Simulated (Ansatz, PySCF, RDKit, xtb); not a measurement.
# GeH2Cl+: a search for the lowest isomer, part 1 of 2

Task: start from the formula GeH2Cl+ (charge +1), draw up candidate structures, narrow them down in stages, and characterise the one that lies lowest at 298.15 K.

The funnel: GFN2-xTB relaxations, single points with a density functional, relaxations at B3LYP/6-31G*, harmonic vibrations, and a last energy at a higher level. All values are calculated.

7 further runs of the same task are left out: 7 set aside as unsound or not needed.

## Step 1: Possible bonding patterns

All bonding patterns within simple valence rules are listed by program: one Lewis structure each, at most two rings and one unusual centre or charged pair. O–O, O–halogen and N–halogen bonds and N–N–N chains are not drawn. That gives 1 candidate.

| label | SMILES | spin |
| --- | --- | --- |
| c648 | [Cl][GeH2+] | singlet |

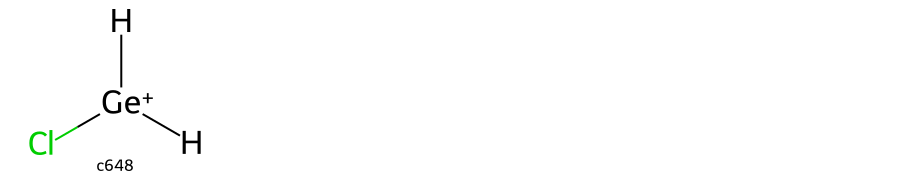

Structural formulas of the candidates.

Candidates are built by distance geometry, with a force field where one applies, in up to four conformers (letters a to d). 6 starts with atoms placed at random are added, to find patterns that the rules miss.

## Step 2: Search with GFN2-xTB

All 7 starts are relaxed the same way. One of them, c216 (atoms placed at random), in full:

start.xyz

```xyz
4
c216
Cl     1.051950    -0.225470    -1.198900
Ge     0.959800     1.015690     1.149430
H      0.156360    -0.694270     0.195760
H      0.457780     1.429290    -0.328390
```

The run is started by

```
$ xtb start.xyz --gfn 2 --opt --chrg 1
```

The log of the run (excerpt; [...] marks lines left out):

```text
* xtb version 6.7.1
[...]
          :  # basis functions                  22          :
[...]
          :  # electrons                        12          :
[...]
          :  Hamiltonian                  GFN2-xTB          :
[...]
          :  net charge                          1          :
          :  unpaired electrons                  0          :
[...]
   *** convergence criteria satisfied after 22 iterations ***
[...]
   *** GEOMETRY OPTIMIZATION CONVERGED AFTER 25 ITERATIONS ***
[...]
   *** convergence criteria satisfied after 3 iterations ***
[...]
         ::                     SUMMARY                     ::
         :::::::::::::::::::::::::::::::::::::::::::::::::::::
         :: total energy              -7.058880608407 Eh    ::
         :: gradient norm              0.000116588381 Eh/a0 ::
         :: HOMO-LUMO gap              2.919809789534 eV    ::
         ::.................................................::
         :: SCC energy                -7.068293254791 Eh    ::
         :: -> isotropic ES            0.097767137237 Eh    ::
         :: -> anisotropic ES         -0.008748777912 Eh    ::
         :: -> anisotropic XC         -0.005491852915 Eh    ::
         :: -> dispersion             -0.001397832374 Eh    ::
         :: repulsion energy           0.009412646385 Eh    ::
         :: add. restraining           0.000000000000 Eh    ::
         :: total charge               1.000000000000 e     ::
         :::::::::::::::::::::::::::::::::::::::::::::::::::::
[...]
         6        2.0000           -0.6277733             -17.0826 (HOMO)
         7                         -0.5204723             -14.1628 (LUMO)
[...]
     #   Z          covCN         q      C6AA      α(0)
     1  17          1.620     0.111    95.960    14.987
     2  32          1.663     0.489   243.718    32.651
     3   1          0.844     0.404     0.473     1.078
     4   1          0.888    -0.004     3.142     2.774
[...]
     #   Z sym  total        # sym  WBO       # sym  WBO       # sym  WBO
 ---------------------------------------------------------------------------
     1  17      1.684 --     2      0.880     3      0.792
     2  32      1.912 --     4      0.988     1      0.880
     3   1      0.837 --     1      0.792
     4   1      1.000 --     2      0.988
 ---------------------------------------------------------------------------
[...]
molecular dipole:
                 x           y           z       tot (Debye)
 q only:        1.621       0.406      -0.064
   full:        2.301       0.880       0.388       6.339
molecular quadrupole (traceless):
[...]
          | TOTAL ENERGY               -7.058880608407 Eh   |
          | GRADIENT NORM               0.000116588381 Eh/α |
          | HOMO-LUMO GAP               2.919809789534 eV   |
           -------------------------------------------------
[...]
```

It took 0.054 s on 1 thread of Arm Neoverse V2, shared host.

## Step 3: Distinct minima at GFN2-xTB

7 of the 7 relaxations converged; 4 ended on a minimum already found. 3 distinct structures remain:

| label | start | SMILES after | spin | energy (kcal/mol) |
| --- | --- | --- | --- | --- |
| c623 | random | [ClH][GeH] ‡ | singlet | 0.0 |
| c216 | random | [ClH][GeH] ‡ | singlet | 0.6 |
| c648a | drawn | [Cl][GeH2+] | singlet | 4.1 |

‡ marks the bonded skeleton alone, with all bonds drawn single: no Lewis structure was assigned that passes a check against the bond lengths.

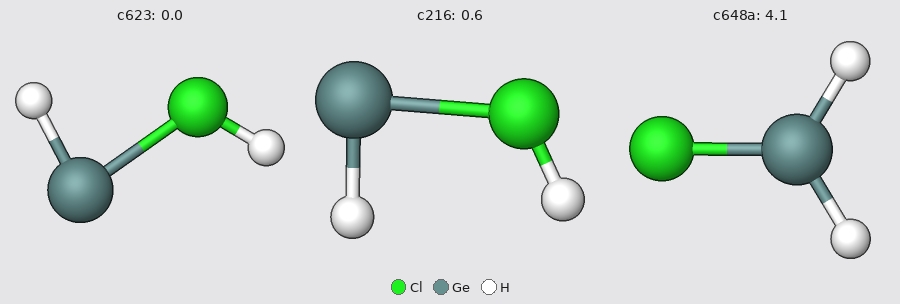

The 3 lowest minima that did not fall apart, with their GFN2-xTB energies in kcal/mol.

## Step 4: Single points on the low minima

A choice of the minima (the low ones first, few conformers of a pattern, up to a cap) and the lowest that fell apart get a single point at r2SCAN-D4/def2-SVP on the tight-binding geometry, and one at HF/STO-3G for comparison. The lowest singlets are also tried as triplets at the same geometry (label ending in t). The first, c623:

input.yaml

```yaml
crystal:
  periodic: [false, false, false]
  atoms:
    - {symbol: Cl, position_ang: [-0.906187, -0.899381, -0.359889]}
    - {symbol: Ge, position_ang: [0.911683, 0.390102, 0.368674]}
    - {symbol: H, position_ang: [-1.588313, -0.384921, -1.321720]}
    - {symbol: H, position_ang: [1.114987, -0.837540, 1.401675]}
basis:
  gaussian: {orbitals: def2-SVP}
total_charge: 1
hamiltonian: {xc: {name: r2SCAN}, dispersion: d4}
scf: {lower_state_search: off}
output: {orbitals: {seedname: orbitals}}
```

The run is started by

```
$ ansatz run input.yaml --threads 1 --pin off --max-ram 2610MiB --events-out events.jsonl --progress --plain --runs-dir runs
```

The log of the run:

```text
Warning: RAYON_NUM_THREADS=1 ignored (pool sized by the plan → 1); use --threads N
Functional definition: r2SCAN
  name "r2SCAN"
  parameter k0 = 0.174
  parameter k1 = 0.065
  parameter a1 = 4.9479
  exchange = r2scan_x(k0 = k0, k1 = k1, a1 = a1)
  correlation = r2scan_c
these checks for a lower state are left out or cut short: stability, starts, cluster_reference, orbital_swaps, neighbouring_geometries, increment
662 factors; their error is unknown
mean field evaluation 1: about -69050.5966 eV, gradient 2.7e1 eV
mean field evaluation 2: about -69047.7702 eV, gradient 4.0e1 eV
mean field evaluation 4: about -69052.5392 eV, gradient 1.9e0 eV
mean field evaluation 8: about -69052.4999 eV, gradient 2.2e-2 eV
mean field -69052.49986296 eV, -2537.6325644983 hartree, gradient 3.4e-6 eV, S^2 0.000000; 0 other end points of the search recorded, 0 dependent functions left out
reference -69052.49987067 eV, -2537.6325647818 hartree; 25, 25 occupied and 35, 35 virtual orbitals, 662 factors
Total energy: -69052.51111862 eV, -2537.6329781363 hartree
Checks for a lower state left out: stability, starts, cluster_reference, orbital_swaps, neighbouring_geometries, increment
```

Wall time 1 s (1 thread of Arm Neoverse V2, shared host).

Relative energies in kcal/mol, each column from its lowest structure that stays in one piece:

| label | SMILES | spin | GFN2-xTB | HF/STO-3G | r2SCAN-D4/def2-SVP |
| --- | --- | --- | --- | --- | --- |
| c648a | [Cl][GeH2+] | singlet | 4.1 | 0.0 | 0.0 |
| c623 | [ClH][GeH] ‡ | singlet | 0.0 | 41.8 | 14.3 |
| c216 | [ClH][GeH] ‡ | singlet | 0.6 | 42.8 | 14.9 |
| c623t | [ClH][GeH] ‡ | triplet | – | – | 61.5 |
| c648at | [Cl][GeH2+] | triplet | – | – | 94.3 |

‡ marks the bonded skeleton alone, with all bonds drawn single: no Lewis structure was assigned that passes a check against the bond lengths.

## Step 5: Relaxing the best candidates

3 candidates are relaxed at B3LYP/6-31G* (chosen among the lowest in one piece). The first, c648a:

input.yaml

```yaml
crystal:
  periodic: [false, false, false]
  atoms:
    - {symbol: Cl, position_ang: [-0.061092, 1.578009, -0.200069]}
    - {symbol: Ge, position_ang: [0.750067, 2.703800, -1.665710]}
    - {symbol: H, position_ang: [0.311724, 4.161632, -1.887510]}
    - {symbol: H, position_ang: [1.830627, 2.136093, -2.604328]}
basis:
  gaussian:
    orbitals: 6-31G_st_-spherical.json
total_charge: 1
hamiltonian:
  xc: {name: B3LYP}
scf:
  lower_state_search: "off"
relax:
  f_tol: 0.003
```

The basis set 6-31G* is read from a file made from the Basis Set Exchange's data (not shown).

The run is started by

```
$ ansatz run input.yaml --threads 1 --pin off --max-ram 2610MiB --events-out events.jsonl --progress --plain --runs-dir runs
```

The log of the run (excerpt; [...] marks lines left out):

```text
Warning: RAYON_NUM_THREADS=1 ignored (pool sized by the plan → 1); use --threads N
[...]
Functional definition: B3LYP
  name "B3LYP"
[...]
599 factors; integrals over basis functions are off by at most 3.3e-4 eV
[...]
mean field -69058.44239011 eV, -2537.8509483431 hartree, gradient 7.1e-6 eV, S^2 0.000000; 0 other end points of the search recorded, 0 dependent functions left out
[...]
reference -69058.44257859 eV, -2537.8509552695 hartree; 25, 25 occupied and 29, 29 virtual orbitals, 599 factors
relax step   1: F+E_penalty+E_count = -69058.44239011 eV  Δ(F+E_penalty+E_count) = +0.000e0 eV  max|allowed force component| = 1.294e0 eV/Å  Δτ_max = 0.0000 Å  (12 SCF iters, accepted)
[...]
relax step   3: F+E_penalty+E_count = -69058.51545286 eV  Δ(F+E_penalty+E_count) = -2.583e-3 eV  max|allowed force component| = 2.731e-2 eV/Å  Δτ_max = 0.0115 Å  (20 SCF iters, accepted)
[...]
relax step   4: F+E_penalty+E_count = -69058.51551813 eV  Δ(F+E_penalty+E_count) = -6.527e-5 eV  max|allowed force component| = 4.857e-4 eV/Å  Δτ_max = 0.0019 Å  (13 SCF iters, accepted)
Total energy: -69058.51570965 eV, -2537.8536427866 hartree
Atom 0 at    -0.053045     1.588538    -0.214251 Å, force     0.000181     0.000200    -0.000328 eV/Å
Atom 1 at     0.779696     2.744651    -1.719302 Å, force    -0.000023     0.000133     0.000069 eV/Å
Atom 2 at     0.257486     4.183664    -1.837169 Å, force     0.000165    -0.000486     0.000011 eV/Å
Atom 3 at     1.847188     2.062681    -2.586895 Å, force    -0.000323     0.000152     0.000248 eV/Å
Dipole moment:     0.253783     0.352329    -0.458674 e Å
Checks for a lower state left out: stability, starts, cluster_reference, orbital_swaps, neighbouring_geometries, increment
```

Run time: 4.8 s. Hardware: 1 thread of Arm Neoverse V2, shared host.

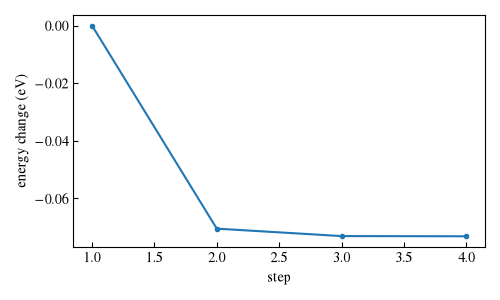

Energy along the run, all evaluated steps.

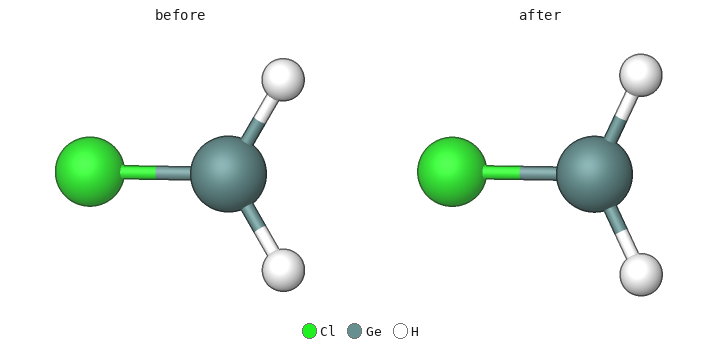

Before and after, at one scale.

After the run. Bond lengths: Cl1–Ge2 2.072 Å, Ge2–H3 1.535 Å, Ge2–H4 1.535 Å. Angles: Cl1–Ge2–H3 116.2°, Cl1–Ge2–H4 116.2°, H3–Ge2–H4 127.5°.

## Step 6: The relaxed candidates

| label | spin | r2SCAN-D4/def2-SVP (kcal/mol) | B3LYP/6-31G*, relaxed (kcal/mol) | time |
| --- | --- | --- | --- | --- |
| c648a | singlet | 0.0 | 0.0 | 4.8 s |
| c623 | singlet | 14.3 | 8.8 | 7.2 s |
| c216 | singlet | 14.9 | 9.7 | 9.3 s |

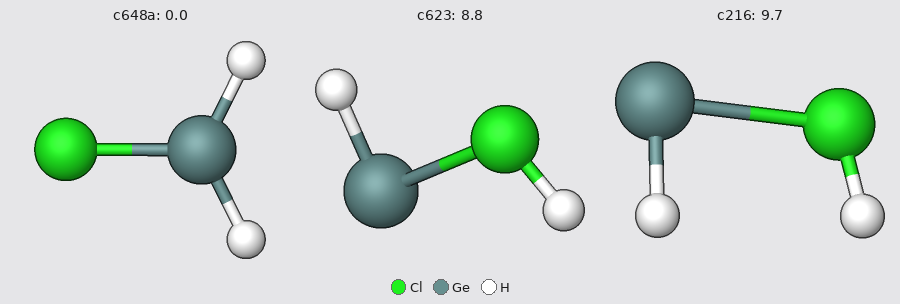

The relaxed structures, with energies at B3LYP/6-31G* in kcal/mol.

## Step 7: Are they minima? Harmonic frequencies

The lowest few in one piece go on as finalists. Harmonic vibrations at B3LYP/6-31G* test each finalist and give the zero-point energy and the thermal terms. The first, c648a:

input.yaml

```yaml
crystal:
  periodic: [false, false, false]
  atoms:
    - symbol: Cl
      position_ang: [-0.053045, 1.588538, -0.214251]
    - symbol: Ge
      position_ang: [0.779696, 2.744651, -1.719302]
    - symbol: H
      position_ang: [0.257486, 4.183664, -1.837169]
    - symbol: H
      position_ang: [1.847188, 2.062681, -2.586895]
basis:
  gaussian:
    orbitals: 6-31G_st_-spherical.json
total_charge: 1
magnetization:
  spin_polarized: false
hamiltonian:
  xc: {name: B3LYP}
scf:
  lower_state_search: "off"
phonons: {}
```

The basis set 6-31G* is read from a file made from the Basis Set Exchange's data (not shown).

The run is started by

```
$ ansatz run input.yaml --threads 1 --pin off --max-ram 2610MiB --events-out events.jsonl --progress --plain --runs-dir runs
```

The log of the run (excerpt; [...] marks lines left out):

```text
Warning: RAYON_NUM_THREADS=1 ignored (pool sized by the plan → 1); use --threads N
[... 2 set-up lines as earlier in the session ...]
[...]
599 factors; integrals over basis functions are off by at most 3.3e-4 eV
[...]
mean field -69058.51551620 eV, -2537.8536356774 hartree, gradient 9.5e-6 eV, S^2 0.000000; 0 other end points of the search recorded, 0 dependent functions left out
[...]
reference -69058.51570773 eV, -2537.8536427160 hartree; 25, 25 occupied and 29, 29 virtual orbitals, 599 factors
[...]
599 factors; integrals over basis functions are off by at most 3.3e-4 eV
[...]
mean field -69058.51550386 eV, -2537.8536352239 hartree, gradient 1.5e-6 eV, S^2 0.000000; 0 other end points of the search recorded, 0 dependent functions left out
[...]
reference -69058.51569536 eV, -2537.8536422614 hartree; 25, 25 occupied and 29, 29 virtual orbitals, 599 factors
[...]
599 factors; integrals over basis functions are off by at most 3.3e-4 eV
mean field -69058.51549608 eV, -2537.8536349380 hartree, gradient 2.0e-6 eV, S^2 0.000000; 0 other end points of the search recorded, 0 dependent functions left out
[...]
reference -69058.51568764 eV, -2537.8536419775 hartree; 25, 25 occupied and 29, 29 virtual orbitals, 599 factors
Total energy: -69058.51570773 eV, -2537.8536427160 hartree
Atom 0 at    -0.053045     1.588538    -0.214251 Å, force     0.000180     0.000200    -0.000328 eV/Å
Atom 1 at     0.779696     2.744651    -1.719302 Å, force    -0.000025     0.000135     0.000071 eV/Å
Atom 2 at     0.257486     4.183664    -1.837169 Å, force     0.000167    -0.000489     0.000010 eV/Å
Atom 3 at     1.847188     2.062681    -2.586895 Å, force    -0.000322     0.000153     0.000247 eV/Å
Dipole moment:     0.253783     0.352329    -0.458675 e Å
Vibrations: 498.90 548.66 620.45 814.71 2151.84 2217.97 cm⁻¹, zero-point energy 0.424803 eV
Checks for a lower state left out: stability, starts, cluster_reference, orbital_swaps, neighbouring_geometries, increment
```

Wall time 26 s (1 thread of Arm Neoverse V2, shared host).

## Step 8: Zero-point energy and free-energy terms

At 298.15 K and 1 atm, ideal gas, rigid rotor and harmonic oscillator:

| label | SMILES | spin | point group | lowest mode (cm⁻¹) | zero-point (kcal/mol) | G − E (kcal/mol) |
| --- | --- | --- | --- | --- | --- | --- |
| c648a | [Cl][GeH2+] | singlet | C2v | 499 | 9.8 | -6.1 |
| c623 | [ClH][GeH] ‡ | singlet | Cs | 214 | 9.4 | -7.5 |
| c216 | [ClH][GeH] ‡ | singlet | Cs | 210 | 9.2 | -7.7 |

‡ marks the bonded skeleton alone, with all bonds drawn single: no Lewis structure was assigned that passes a check against the bond lengths.

## Step 9: Energies at the top level

Each finalist gets a single point at CCSD(T)/def2-TZVPP.

c648a, CCSD(T)/def2-TZVPP:

input.yaml

```yaml
crystal:
  periodic: [false, false, false]
  atoms:
    - {symbol: Cl, position_ang: [-0.053045, 1.588538, -0.214251]}
    - {symbol: Ge, position_ang: [0.779696, 2.744651, -1.719302]}
    - {symbol: H, position_ang: [0.257486, 4.183664, -1.837169]}
    - {symbol: H, position_ang: [1.847188, 2.062681, -2.586895]}
basis:
  gaussian:
    orbitals: def2-TZVPP
correlation:
  method: ccsd_t
  frozen_orbitals: {Cl: 5, Ge: 9, H: 0}
total_charge: 1
magnetization:
  spin_polarized: false
```

The run is started by

```
$ ansatz run input.yaml --threads 1 --pin off --max-ram 2610MiB --events-out events.jsonl --progress --plain --runs-dir runs
```

The log of the run (excerpt; [...] marks lines left out):

```text
Warning: RAYON_NUM_THREADS=1 ignored (pool sized by the plan → 1); use --threads N
Functional definition: HF
  name "HF"
[...]
719 factors; integrals over basis functions are off by at most 8.8e-4 eV
[...]
mean field -69001.93112633 eV, -2535.7741977038 hartree, gradient 1.0e-6 eV, S^2 0.000000; 0 other end points of the search recorded, 0 dependent functions left out
14 core orbitals not correlated: weight in the atoms' cores, before any rotation towards them, 1.000 or more for the frozen orbitals, at most 0.000 for the correlated occupied ones
reference -69001.93112633 eV, -2535.7741977038 hartree; 11, 11 occupied and 93, 93 virtual orbitals, 719 factors
second order -11.30420174 eV of doubles, -0.00000000 eV of singles
cycle   1  -11.54113529 eV  change   -2.4e-1 eV  update   8.2e-2
[...]
cycle   9  -11.95798546 eV  change    5.8e-6 eV  update   2.0e-5
perturbative correction -0.46951384 eV, -0.0172543153 hartree
Total energy: -69014.35862563 eV, -2536.2308998794 hartree
```

Wall time 9.9 s (1 thread of Arm Neoverse V2, shared host); peak memory 0.45 GiB.

## Step 10: c623 at CCSD(T)/def2-TZVPP

input.yaml

```yaml
crystal:
  periodic: [false, false, false]
  atoms:
    - {symbol: Cl, position_ang: [-1.011812, -1.017270, -0.371241]}
    - {symbol: Ge, position_ang: [0.938531, 0.406999, 0.381583]}
    - {symbol: H, position_ang: [-1.549969, -0.322755, -1.331601]}
    - {symbol: H, position_ang: [1.155420, -0.798714, 1.409998]}
basis:
  gaussian:
    orbitals: def2-TZVPP
correlation:
  method: ccsd_t
  frozen_orbitals: {Cl: 5, Ge: 9, H: 0}
total_charge: 1
```

The run is started by

```
$ ansatz run input.yaml --threads 1 --pin off --max-ram 2610MiB --events-out events.jsonl --progress --plain --runs-dir runs
```

The log of the run (excerpt; [...] marks lines left out):

```text
Warning: RAYON_NUM_THREADS=1 ignored (pool sized by the plan → 1); use --threads N
[... 2 set-up lines as earlier in the session ...]
[...]
718 factors; integrals over basis functions are off by at most 8.3e-4 eV
[...]
mean field -69001.33542592 eV, -2535.7523061175 hartree, gradient 2.6e-6 eV, S^2 0.000000; 0 other end points of the search recorded, 0 dependent functions left out
14 core orbitals not correlated: weight in the atoms' cores, before any rotation towards them, 1.000 or more for the frozen orbitals, at most 0.000 for the correlated occupied ones
reference -69001.33542592 eV, -2535.7523061175 hartree; 11, 11 occupied and 93, 93 virtual orbitals, 718 factors
second order -11.20948617 eV of doubles, -0.00000000 eV of singles
cycle   1  -11.57533458 eV  change   -3.7e-1 eV  update   7.9e-2
[...]
cycle   9  -11.99749704 eV  change    9.9e-6 eV  update   2.7e-5
perturbative correction -0.44487587 eV, -0.0163488865 hartree
Total energy: -69013.77779882 eV, -2536.2095548881 hartree
```

Run time: 9.9 s. Hardware: 1 thread of Arm Neoverse V2, shared host; peak memory 0.45 GiB.

## Step 11: Putting it together

Energies in kcal/mol from c648a; G adds the thermal terms to the CCSD(T)/def2-TZVPP energy. The columns left of the relaxed level are at the tight-binding geometries.

| label | SMILES | spin | GFN2-xTB | HF/STO-3G | r2SCAN-D4/def2-SVP | B3LYP/6-31G* | HF/def2-TZVPP | MP2/def2-TZVPP | CCSD(T)/def2-TZVPP | G | share at equilibrium | T1 |
| --- | --- | --- | --- | --- | --- | --- | --- | --- | --- | --- | --- | --- |
| c648a | [Cl][GeH2+] | singlet | 0.0 | 0.0 | 0.0 | 0.0 | 0.0 | 0.0 | 0.0 | 0.0 | 100.0 % | 0.013 |
| c623 | [ClH][GeH] ‡ | singlet | -4.1 | 41.8 | 14.3 | 8.8 | 13.7 | 15.9 | 13.4 | 12.1 | < 0.1 % | 0.010 |
| c216 | [ClH][GeH] ‡ | singlet | -3.5 | 42.8 | 14.9 | 9.7 | 14.4 | 16.9 | 14.3 | 12.7 | < 0.1 % | 0.010 |

‡ marks the bonded skeleton alone, with all bonds drawn single: no Lewis structure was assigned that passes a check against the bond lengths.

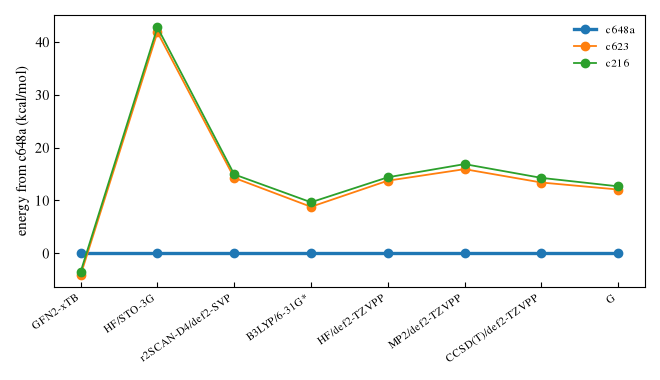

The finalists at each level, measured from c648a.

Lowest found: c648a, `[Cl][GeH2+]`, a singlet of point group C2v. Bond lengths: Cl1–Ge2 2.072 Å, Ge2–H3 1.535 Å, Ge2–H4 1.535 Å. Angles: Cl1–Ge2–H3 116.2°, Cl1–Ge2–H4 116.2°, H3–Ge2–H4 127.5°.

```xyz
4

Cl   -0.0530    1.5885   -0.2143
Ge    0.7797    2.7447   -1.7193
H     0.2575    4.1837   -1.8372
H     1.8472    2.0627   -2.5869
```

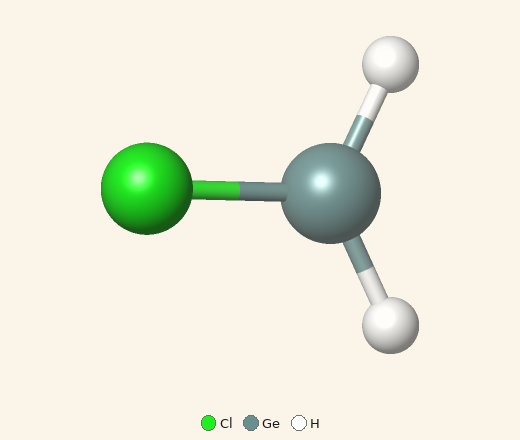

The lowest structure found, seen from a chosen angle (chlorine green, germanium teal, hydrogen white).

## Step 12: Density, orbitals and dipole (PBE0/def2-TZVPD)

input.yaml

```yaml
crystal:
  periodic: [false, false, false]
  atoms:
    - {symbol: Cl, position_ang: [-0.053045, 1.588538, -0.214251]}
    - {symbol: Ge, position_ang: [0.779696, 2.744651, -1.719302]}
    - {symbol: H, position_ang: [0.257486, 4.183664, -1.837169]}
    - {symbol: H, position_ang: [1.847188, 2.062681, -2.586895]}
basis:
  gaussian:
    orbitals: def2-TZVPD
total_charge: 1
hamiltonian:
  xc: {name: PBE0}
output: {forces: true, orbitals: {seedname: orbitals}}
```

The run is started by

```
$ ansatz run input.yaml --threads 1 --pin off --max-ram 2610MiB --events-out events.jsonl --progress --plain --runs-dir runs
```

The log of the run (excerpt; [...] marks lines left out):

```text
Warning: RAYON_NUM_THREADS=1 ignored (pool sized by the plan → 1); use --threads N
Functional definition: PBE0
  name "PBE0"
[...]
836 factors; their error is unknown
[...]
mean field -69054.45608391 eV, -2537.7044542922 hartree, gradient 5.2e-5 eV, S^2 0.000000; 0 other end points of the search recorded, 0 dependent functions left out
[...]
reference -69054.45611159 eV, -2537.7044553093 hartree; 25, 25 occupied and 93, 93 virtual orbitals, 836 factors
Total energy: -69054.45611159 eV, -2537.7044553093 hartree
Atom 0 at    -0.053045     1.588538    -0.214251 Å, force     0.250149     0.347239    -0.452110 eV/Å
Atom 1 at     0.779696     2.744651    -1.719302 Å, force    -0.171615    -0.238095     0.310213 eV/Å
Atom 2 at     0.257486     4.183664    -1.837169 Å, force     0.078354    -0.211496     0.015474 eV/Å
Atom 3 at     1.847188     2.062681    -2.586895 Å, force    -0.156889     0.102352     0.126424 eV/Å
Dipole moment:     0.244257     0.339103    -0.441457 e Å
```

Run time: 2.8 s. Hardware: 1 thread of Arm Neoverse V2, shared host.

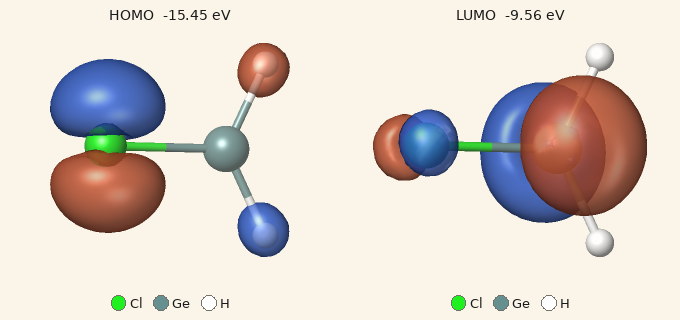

Frontier orbitals of this run, surfaces at ±0.2 Å^-3/2.

(Continued in part 2 of 2.)
